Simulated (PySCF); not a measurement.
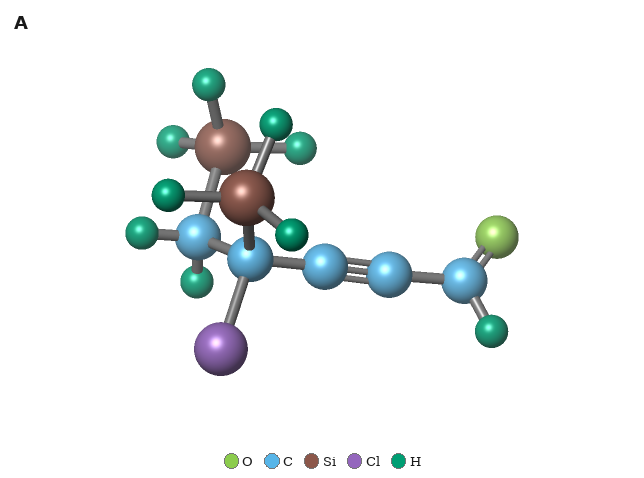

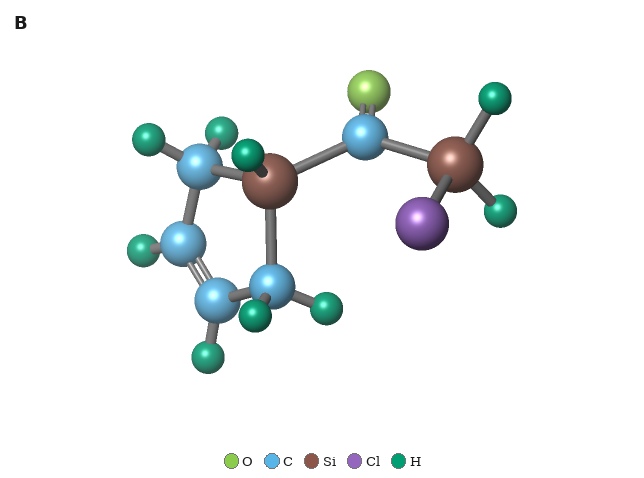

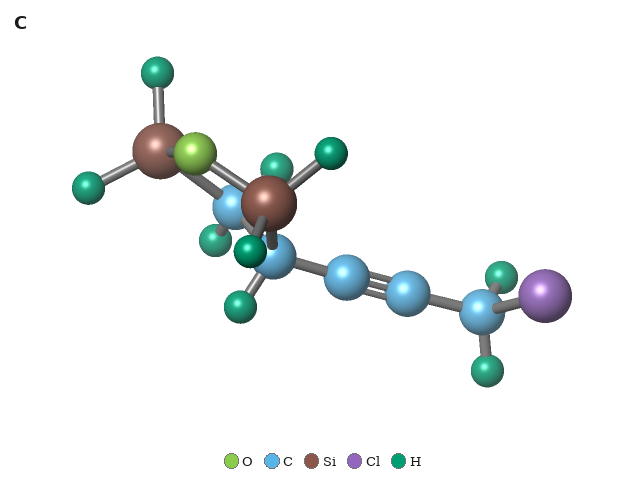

3 stationary structures of one formula. Geometries: GFN2-xTB. Electronic energies: PBE0/pcSseg-1 (PySCF 2.14.0), without zero-point energy. No frequency run is at hand to confirm each as a minimum. Each is one conformer, not always the lowest.

> Are they conformers, stereoisomers or constitutional isomers?

They are constitutional isomers of C5H9ClOSi2: A `O=CC#C[C@]([SiH3])(Cl)C[SiH3]`, B `O=C([SiH2]Cl)[SiH]1CC=CC1`, C `ClCC#C[C@@H]1C[SiH2]O[SiH2]1`.

> Which structure is the most stable?

B is lowest; C lies 3.5 kcal/mol above it, A lies 74.1 kcal/mol above it.

The geometry is semi-empirical. Around Si such bond lengths and angles can be off by a tenth of an ångström or more and by several degrees, and values that hang on the shape move with them.
